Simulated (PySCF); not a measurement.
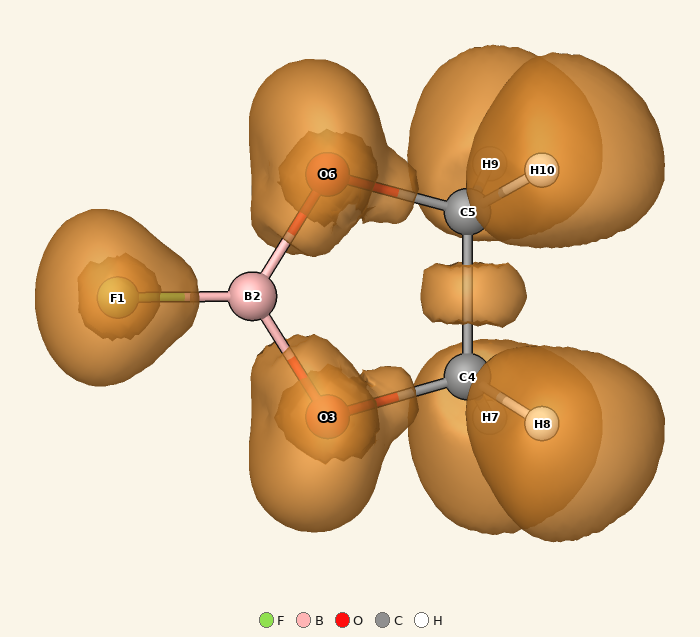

Figure 1: C2H4BFO2. Isosurface of the electron localisation function at 0.75 (orange), seen at a tilt. Only the valence region is drawn (cores and ρ < 0.01 e/Å³ removed).

Geometry: GFN2-xTB.

Theory: PySCF, PBE0/pcSseg-1, SCF density, gas phase, non-relativistic.

```xyz
10

F    -1.5593    2.1701    0.7819
B    -0.8221    1.1443    0.4113
O    -1.3332   -0.0990    0.2153
C    -0.2704   -0.9510   -0.1739
C     0.9865   -0.0412   -0.1896
O     0.5152    1.2390    0.1920
H    -0.4985   -1.3652   -1.1596
H    -0.1892   -1.7629    0.5536
H     1.4358    0.0339   -1.1835
H     1.7440   -0.3633    0.5299
```

Question: What do the ELF domains correspond to?

Answer: At this value the surface marks out one region between bonded C–C atoms (shared pairs), four regions around hydrogen nuclei, one region on F in which the atom's valence shell and bonds are merged and two regions on O in which the atom's valence shell and bonds are merged. Profiles from the grid: B–F (1.32 Å): the ELF peaks at about 0.85 between the atoms; a shared but strongly polarised pair. B–O (1.36 Å): the ELF peaks at about 0.90 between the atoms (a short, strongly polar bond).
